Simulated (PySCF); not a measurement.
# H2S (SMILES S): levels of theory compared

Aim: a comparison of 5 runs (HF/def2-SVP, B3LYP/6-31G*, PBE0/def2-SVP, BP86/def2-TZVP, CCSD(T)/6-311G**) of H2S. 

The calculation is run with PySCF 2.14.0.

## Step 1: The system as given

H2S: 3 atoms, total charge 0, spin state singlet. SMILES: `S`. The shape is that of a PBE0-D4/def2-TZVP optimisation.

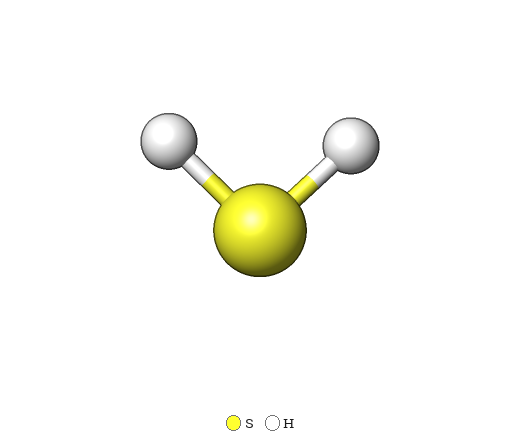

Viewed from a chosen angle; sulfur yellow, hydrogen white.

## Step 2: Energy and forces at HF/def2-SVP (run 1)

input.py

```python
import pyscf.grad
from pyscf import gto

molecule = gto.Mole()
molecule.atom = '''
S    0.495500  -0.280600   0.243900
H    0.097900   0.997700   0.162400
H   -0.593400  -0.717100  -0.406300
'''
molecule.max_memory = 1860
molecule.basis = 'def2-svp'
molecule.spin = 0
molecule.charge = 0
molecule.verbose = 4
molecule.build()

hf = molecule.RHF()
hf.conv_tol = 1e-10
hf.kernel()
if not hf.converged:
    hf = hf.newton().run(hf.mo_coeff, hf.mo_occ)

etot = hf.e_tot
print('Final energy', etot)
grad = hf.Gradients().kernel()
dip = hf.dip_moment()
pop, q = hf.mulliken_pop()
```

On the command line:

```sh
OMP_NUM_THREADS=1 python input.py
```

What it wrote:

```text
PySCF version 2.14.0

[INPUT] num. atoms = 3
[INPUT] num. electrons = 18
[INPUT] charge = 0
[INPUT] spin (= nelec alpha-beta = 2S) = 0
[INPUT] symmetry False subgroup None
[INPUT] Mole.unit = angstrom
[INPUT] Symbol           X                Y                Z      unit          X                Y                Z       unit  Magmom
[INPUT]  1 S      0.495500000000  -0.280600000000   0.243900000000 AA    0.936359294722  -0.530257150553   0.460904201781 Bohr   0.0
[INPUT]  2 H      0.097900000000   0.997700000000   0.162400000000 AA    0.185004187595   1.885379754479   0.306891522629 Bohr   0.0
[INPUT]  3 H     -0.593400000000  -0.717100000000  -0.406300000000 AA   -1.121363482317  -1.355122603926  -0.767795724411 Bohr   0.0

nuclear repulsion = 12.8990794850008
number of shells = 14
number of NR pGTOs = 50
number of NR cGTOs = 28
basis = def2-svp
ecp = {}

******** <class 'pyscf.scf.hf.RHF'> ********
method = RHF
initial guess = minao
damping factor = 0
level_shift factor = 0
DIIS = <class 'pyscf.scf.diis.CDIIS'>
diis_start_cycle = 1
diis_space = 8
diis_damp = 0
SCF conv_tol = 1e-10
SCF conv_tol_grad = None
SCF max_cycles = 50
direct_scf = True
direct_scf_tol = 1e-13
Set gradient conv threshold to 1e-05
Initial guess from minao.
init E= -398.378120670259
  HOMO = -0.311805604166486  LUMO = 0.10825921382331  gap/eV = 11.43055
cycle= 1 E= -398.54841812042  delta_E= -0.17  |g|= 0.202  |ddm|= 1.36
  HOMO = -0.36727804166184  LUMO = 0.156635477580436  gap/eV = 14.25641
cycle= 2 E= -398.565577589269  delta_E= -0.0172  |g|= 0.0594  |ddm|= 0.278
  HOMO = -0.379853562824464  LUMO = 0.169531098205169  gap/eV = 14.94952
cycle= 3 E= -398.56684508279  delta_E= -0.00127  |g|= 0.0163  |ddm|= 0.0668
  HOMO = -0.377523615925496  LUMO = 0.172026889072716  gap/eV = 14.95403
cycle= 4 E= -398.567026682816  delta_E= -0.000182  |g|= 0.00283  |ddm|= 0.0247
  HOMO = -0.3785652752696  LUMO = 0.171540803552279  gap/eV = 14.96915
cycle= 5 E= -398.567031374255  delta_E= -4.69e-06  |g|= 0.000506  |ddm|= 0.00487
  HOMO = -0.378452441196003  LUMO = 0.1715903834283  gap/eV = 14.96743
cycle= 6 E= -398.567031528382  delta_E= -1.54e-07  |g|= 0.000104  |ddm|= 0.000973
  HOMO = -0.378486874687409  LUMO = 0.171576170201063  gap/eV = 14.96798
cycle= 7 E= -398.567031534867  delta_E= -6.49e-09  |g|= 9.72e-06  |ddm|= 0.000236
  HOMO = -0.378484331378955  LUMO = 0.171576701554103  gap/eV = 14.96792
cycle= 8 E= -398.567031534927  delta_E= -5.97e-11  |g|= 1.66e-06  |ddm|= 2.03e-05
  HOMO = -0.378484561808004  LUMO = 0.171576589412449  gap/eV = 14.96793
Extra cycle  E= -398.567031534929  delta_E= -2.27e-12  |g|= 6.44e-07  |ddm|= 4.58e-06
converged SCF energy = -398.567031534929
Final energy -398.5670315349294

******** <class 'pyscf.grad.rhf.Gradients'> for <class 'pyscf.scf.hf.RHF'> ********
unit = Eh/Bohr
--------------- RHF gradients ---------------
         x                y                z
0 S     0.0066939735    -0.0037554431     0.0032988067
1 H    -0.0029746154     0.0027634184    -0.0013471905
2 H    -0.0037193582     0.0009920248    -0.0019516162
----------------------------------------------
Dipole moment(X, Y, Z, Debye): -1.06720,  0.60442, -0.52530
 ** Mulliken pop  **
pop of  0 S 1s            1.99945
pop of  0 S 2s            1.99133
pop of  0 S 3s            1.16487
pop of  0 S 4s            0.66442
pop of  0 S 2px           1.97959
pop of  0 S 2py           1.97686
pop of  0 S 2pz           1.98221
pop of  0 S 3px           0.58519
pop of  0 S 3py           0.48323
pop of  0 S 3pz           0.67941
pop of  0 S 4px           0.84682
pop of  0 S 4py           0.57890
pop of  0 S 4pz           1.12646
pop of  0 S 3dxy          0.01475
pop of  0 S 3dyz          0.00252
pop of  0 S 3dz^2         0.00678
pop of  0 S 3dxz          0.01346
pop of  0 S 3dx2-y2       0.02317
pop of  1 H 1s            0.71626
pop of  1 H 2s            0.19085
pop of  1 H 2px           0.00630
pop of  1 H 2py           0.01993
pop of  1 H 2pz           0.00696
pop of  2 H 1s            0.71621
pop of  2 H 2s            0.19088
pop of  2 H 2px           0.01644
pop of  2 H 2py           0.00568
pop of  2 H 2pz           0.01106
 ** Mulliken atomic charges  **
charge of    0S =     -0.11943
charge of    1H =      0.05971
charge of    2H =      0.05972
```

Wall time 2.2 s (1 thread of Intel Xeon at 2.50GHz (Skylake/Cascade Lake), shared host); peak memory 0.12 GiB.

## Step 3: Energy and gradient at B3LYP/6-31G(d) (spherical functions) (run 2)

geometry.xyz

```xyz
3

S      0.495500    -0.280600     0.243900
H      0.097900     0.997700     0.162400
H     -0.593400    -0.717100    -0.406300
```

job.py

```python
from pyscf import gto, dft

mol = gto.M(
    atom='geometry.xyz',
    verbose=4,
    charge=0,
    basis='6-31g*',
    max_memory=1860,
)

mf = dft.RKS(mol)
mf.xc = 'b3lyp'
mf.grids.level = 5
mf.conv_tol = 1e-10
mf.kernel()
if not mf.converged:
    mf = mf.newton().run(mf.mo_coeff, mf.mo_occ)

e_final = mf.e_tot
print(f'total energy: {e_final:.8f} hartree')
grad = mf.nuc_grad_method().kernel()
dip = mf.dip_moment()
pop, q = mf.mulliken_pop()
```

On the command line:

```sh
OMP_NUM_THREADS=1 python job.py
```

What it wrote:

```text
PySCF version 2.14.0

[INPUT] num. atoms = 3
[INPUT] num. electrons = 18
[INPUT] charge = 0
[INPUT] spin (= nelec alpha-beta = 2S) = 0
[INPUT] symmetry False subgroup None
[INPUT] Mole.unit = angstrom
[INPUT] Symbol           X                Y                Z      unit          X                Y                Z       unit  Magmom
[INPUT]  1 S      0.495500000000  -0.280600000000   0.243900000000 AA    0.936359294722  -0.530257150553   0.460904201781 Bohr   0.0
[INPUT]  2 H      0.097900000000   0.997700000000   0.162400000000 AA    0.185004187595   1.885379754479   0.306891522629 Bohr   0.0
[INPUT]  3 H     -0.593400000000  -0.717100000000  -0.406300000000 AA   -1.121363482317  -1.355122603926  -0.767795724411 Bohr   0.0

nuclear repulsion = 12.8990794850008
number of shells = 12
number of NR pGTOs = 59
number of NR cGTOs = 22
basis = 6-31g*
ecp = {}

[... 47 lines left out ...]
converged SCF energy = -399.382410153718
total energy: -399.38241015 hartree

******** <class 'pyscf.grad.rks.Gradients'> for <class 'pyscf.dft.rks.RKS'> ********
unit = Eh/Bohr
grid_response = False
--------------- RKS gradients ---------------
         x                y                z
0 S    -0.0039620355     0.0022779520    -0.0019466574
1 H     0.0006795190    -0.0044040372    -0.0001013952
2 H     0.0032825556     0.0021262187     0.0020479324
----------------------------------------------
Dipole moment(X, Y, Z, Debye): -1.14203,  0.64681, -0.56213
 ** Mulliken pop  **
pop of  0 S 1s            1.99971
pop of  0 S 2s            1.99650
pop of  0 S 3s            1.36977
pop of  0 S 4s            0.51480
pop of  0 S 2px           1.98966
pop of  0 S 2py           1.98807
pop of  0 S 2pz           1.99129
pop of  0 S 3px           1.02447
pop of  0 S 3py           0.86412
pop of  0 S 3pz           1.17799
pop of  0 S 4px           0.41253
pop of  0 S 4py           0.21354
pop of  0 S 4pz           0.63509
pop of  0 S 3dxy          0.01387
pop of  0 S 3dyz          0.00238
pop of  0 S 3dz^2         0.00687
pop of  0 S 3dxz          0.01345
pop of  0 S 3dx2-y2       0.02150
pop of  1 H 1s            0.50472
pop of  1 H 2s            0.37746
pop of  2 H 1s            0.50470
pop of  2 H 2s            0.37750
 ** Mulliken atomic charges  **
charge of    0S =     -0.23562
charge of    1H =      0.11781
charge of    2H =      0.11781
```

Wall time 6.3 s (1 thread of Intel Xeon at 2.50GHz (Skylake/Cascade Lake), shared host); peak memory 0.29 GiB.

## Step 4: Energy and forces at PBE0/def2-SVP (run 3)

input.py

```python
# S
import pyscf.grad
from pyscf import gto, dft

mol = gto.M(
    atom='''
S      0.936359    -0.530257     0.460904
H      0.185004     1.885380     0.306892
H     -1.121363    -1.355123    -0.767796
''',
    basis='def2-svp',
    max_memory=1860,
    verbose=4,
    unit='bohr',
)

ks = dft.RKS(mol)
ks.xc = 'pbe0'
ks.grids.level = 5
ks.conv_tol = 1e-10
ks.kernel()
if not ks.converged:
    ks = ks.newton().run(ks.mo_coeff, ks.mo_occ)

etot = ks.e_tot
print('E(%s) = %.9f' % ('PBE0', etot))
grad = ks.Gradients().kernel()
dip = ks.dip_moment()
pop, q = ks.mulliken_pop()
```

On the command line:

```sh
OMP_NUM_THREADS=1 python input.py
```

What it wrote:

```text
PySCF version 2.14.0

[INPUT] num. atoms = 3
[INPUT] num. electrons = 18
[INPUT] charge = 0
[INPUT] spin (= nelec alpha-beta = 2S) = 0
[INPUT] symmetry False subgroup None
[INPUT] Mole.unit = bohr
[INPUT] Symbol           X                Y                Z      unit          X                Y                Z       unit  Magmom
[INPUT]  1 S      0.495499844040  -0.280599920331   0.243899893222 AA    0.936359000000  -0.530257000000   0.460904000000 Bohr   0.0
[INPUT]  2 H      0.097899900729   0.997700129924   0.162400252614 AA    0.185004000000   1.885380000000   0.306892000000 Bohr   0.0
[INPUT]  3 H     -0.593399744769  -0.717100209594  -0.406300145836 AA   -1.121363000000  -1.355123000000  -0.767796000000 Bohr   0.0

nuclear repulsion = 12.8990804391832
number of shells = 14
number of NR pGTOs = 50
number of NR cGTOs = 28
basis = def2-svp
ecp = {}

[... 46 lines left out ...]
converged SCF energy = -399.120236248284
[... 5 lines left out ...]
--------------- RKS gradients ---------------
         x                y                z
0 S    -0.0046770889     0.0026835394    -0.0022984602
1 H     0.0013143125    -0.0039198787     0.0003025651
2 H     0.0033627325     0.0012363068     0.0019958441
----------------------------------------------
Dipole moment(X, Y, Z, Debye): -1.08162,  0.61258, -0.53240
 ** Mulliken pop  **
pop of  0 S 1s            1.99939
pop of  0 S 2s            1.98483
pop of  0 S 3s            1.22745
pop of  0 S 4s            0.62760
pop of  0 S 2px           1.97582
pop of  0 S 2py           1.97311
pop of  0 S 2pz           1.97865
pop of  0 S 3px           0.60560
pop of  0 S 3py           0.51211
pop of  0 S 3pz           0.69884
pop of  0 S 4px           0.83045
pop of  0 S 4py           0.58276
pop of  0 S 4pz           1.11045
pop of  0 S 3dxy          0.01160
pop of  0 S 3dyz          0.00206
pop of  0 S 3dz^2         0.00557
pop of  0 S 3dxz          0.01109
pop of  0 S 3dx2-y2       0.01766
pop of  1 H 1s            0.71074
pop of  1 H 2s            0.17927
pop of  1 H 2px           0.00701
pop of  1 H 2py           0.01730
pop of  1 H 2pz           0.00815
pop of  2 H 1s            0.71070
pop of  2 H 2s            0.17931
pop of  2 H 2px           0.01480
pop of  2 H 2py           0.00635
pop of  2 H 2pz           0.01131
 ** Mulliken atomic charges  **
charge of    0S =     -0.15505
charge of    1H =      0.07752
charge of    2H =      0.07753
```

It took 5.4 s on 1 thread of Intel Xeon at 2.50GHz (Skylake/Cascade Lake), shared host; peak memory 0.34 GiB.

Run 4 isn't shown in full; the table further down has it.

## Step 5: A single-point energy at CCSD(T)/6-311G(d,p) (run 5)

run.py

```python
# S
from pyscf import gto, cc

system = gto.M(
    atom='''
S      0.936359    -0.530257     0.460904
H      0.185004     1.885380     0.306892
H     -1.121363    -1.355123    -0.767796
''',
    basis='6-311g**',
    spin=0,
    verbose=4,
    unit='bohr',
    max_memory=1860,
)

myscf = system.RHF()
myscf.conv_tol = 1e-10
myscf.kernel()
if not myscf.converged:
    myscf = myscf.newton().run(myscf.mo_coeff, myscf.mo_occ)

mycc = cc.CCSD(myscf, frozen=5)
mycc.kernel()
e_t = mycc.ccsd_t()
e_final = mycc.e_tot + e_t
print('E(%s) = %.9f' % ('CCSD(T)', e_final))
myscf.analyze()
```

On the command line:

```sh
OMP_NUM_THREADS=1 python run.py
```

What it wrote:

```text
PySCF version 2.14.0

[INPUT] num. atoms = 3
[INPUT] num. electrons = 18
[INPUT] charge = 0
[INPUT] spin (= nelec alpha-beta = 2S) = 0
[INPUT] symmetry False subgroup None
[INPUT] Mole.unit = bohr
[INPUT] Symbol           X                Y                Z      unit          X                Y                Z       unit  Magmom
[INPUT]  1 S      0.495499844040  -0.280599920331   0.243899893222 AA    0.936359000000  -0.530257000000   0.460904000000 Bohr   0.0
[INPUT]  2 H      0.097899900729   0.997700129924   0.162400252614 AA    0.185004000000   1.885380000000   0.306892000000 Bohr   0.0
[INPUT]  3 H     -0.593399744769  -0.717100209594  -0.406300145836 AA   -1.121363000000  -1.355123000000  -0.767796000000 Bohr   0.0

nuclear repulsion = 12.8990804391832
number of shells = 20
number of NR pGTOs = 61
number of NR cGTOs = 38
basis = 6-311g**
ecp = {}

[... 50 lines left out ...]
Init t2, MP2 energy = -398.846418626301  E_corr(MP2) -0.145393123470887
[... 17 lines left out ...]
Two-electron Energy =                  164.876392151557269
[... 6 lines left out ...]
MO #3   energy= -6.65377200636037  occ= 2
[... 4 lines left out ...]
MO #8   energy= -0.501821207854489 occ= 2
[... 4 lines left out ...]
MO #13  energy= 0.264693950387851  occ= 0
[... 4 lines left out ...]
MO #18  energy= 0.870732097010974  occ= 0
[... 4 lines left out ...]
MO #23  energy= 1.59817173924506   occ= 0
[... 4 lines left out ...]
MO #28  energy= 1.91750042957358   occ= 0
[... 4 lines left out ...]
MO #33  energy= 2.84010373899007   occ= 0
[... 4 lines left out ...]
MO #38  energy= 192.323849642634   occ= 0
[... 5 lines left out ...]
pop of  0 S 4s            0.00502
pop of  0 S 5s            0.00007
pop of  0 S 6s            0.00057
pop of  0 S 2px           1.99998
pop of  0 S 2py           1.99997
pop of  0 S 2pz           1.99999
pop of  0 S 3px           1.49364
pop of  0 S 3py           1.10013
pop of  0 S 3pz           1.81766
pop of  0 S 4px           0.00498
pop of  0 S 4py           0.01286
pop of  0 S 4pz           0.00490
pop of  0 S 5px           0.00005
pop of  0 S 5py           0.00010
pop of  0 S 5pz           0.00005
pop of  0 S 6px           0.00009
pop of  0 S 6py           0.00009
pop of  0 S 6pz           0.00004
pop of  0 S 3dxy          0.00513
pop of  0 S 3dyz          0.00094
pop of  0 S 3dz^2         0.00335
pop of  0 S 3dxz          0.00602
pop of  0 S 3dx2-y2       0.00797
pop of  1 H 1s            0.90366
pop of  1 H 2s            0.01024
pop of  1 H 3s            0.00076
pop of  1 H 2px           0.00092
pop of  1 H 2py           0.00518
pop of  1 H 2pz           0.00079
pop of  2 H 1s            0.90366
pop of  2 H 2s            0.01024
pop of  2 H 3s            0.00076
pop of  2 H 2px           0.00415
pop of  2 H 2py           0.00065
pop of  2 H 2pz           0.00209
 ** Mulliken atomic charges  **
charge of    0S =     -0.15690
charge of    1H =      0.07845
charge of    2H =      0.07845
Dipole moment(X, Y, Z, Debye): -1.07808,  0.61058, -0.53066
```

Wall time 2.2 s (1 thread of Intel Xeon at 2.50GHz (Skylake/Cascade Lake), shared host); peak memory 0.12 GiB.

## Step 6: Overview of the runs

| run | level | integration grid | task | energy (Eh) | dipole moment (D) of the reference | HOMO energy (eV) | LUMO energy (eV) | wall time |
| --- | --- | --- | --- | --- | --- | --- | --- | --- |
| 1 | HF/def2-SVP | – | gradient | -398.567032 | 1.33 | -10.30 | 4.67 | 2.2 s |
| 2 | B3LYP/6-31G* (spherical functions) | 5 | gradient | -399.382410 | 1.43 | -7.12 | 0.57 | 6.3 s |
| 3 | PBE0/def2-SVP | 5 | gradient | -399.120236 | 1.35 | -7.22 | 1.24 | 5.4 s |
| 4 | BP86/def2-TZVP | 5 | gradient | -399.448350 | 1.13 | -6.30 | -0.52 | 8.4 s |
| 5 | CCSD(T)/6-311G** | – | energy | -398.871978 | 1.35 | -10.47 | 3.55 | 2.2 s |

## Step 7: Summary of results

| quantity | value |
| --- | --- |
| run 5: total energy | -398.87198 Eh |
| run 5: dipole moment (Hartree–Fock density) | 1.35 D |
| run 5: HOMO energy (Hartree–Fock orbitals) | -10.47 eV |
| run 5: LUMO energy (Hartree–Fock orbitals) | 3.55 eV |
| run 5: HOMO–LUMO gap (Hartree–Fock orbitals) | 14.03 eV |
| run 5: correlation energy (5 core orbitals frozen) | -171.0 mEh |
| run 5: (T) correction | -3.95 mEh |
| run 5: T1 diagnostic | 0.007 |

**Reading.** Over runs 1, 2, 3, 4 the dipole moment (its size) runs from 1.13 D (BP86/def2-TZVP) to 1.43 D (B3LYP/6-31G*). The two ends differ in method and basis. Over runs 1, 2, 3, 4 the HOMO–LUMO gap runs from 5.78 eV (BP86/def2-TZVP) to 14.97 eV (HF/def2-SVP). Totals of different functionals can't be ranked against each other. All runs together took 25 s, the longest 8.4 s.
